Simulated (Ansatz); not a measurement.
Take CdTe in the zinc blende structure (space group F-43m, No. 216; a = 6.618 Å) as the base.

One thing is altered: full substitution Te → Se, then cell and atoms are relaxed.

Level of theory: PBE (Ansatz, a first-principles code, PAW, no SOC).

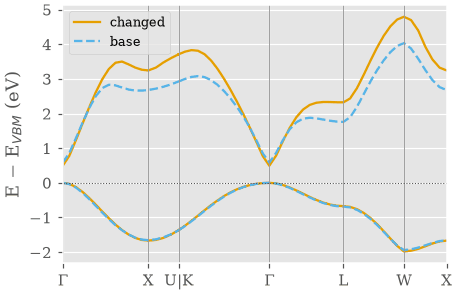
*Highest valence and lowest conduction band along the path, each from its own valence-band maximum*

Question: Read the changed gap and its character from the plot.

Answer: About 0.5 eV, direct at Γ.

With Te present, leaving out spin-orbit coupling can change the band edges. Stability against distortions was not tested.
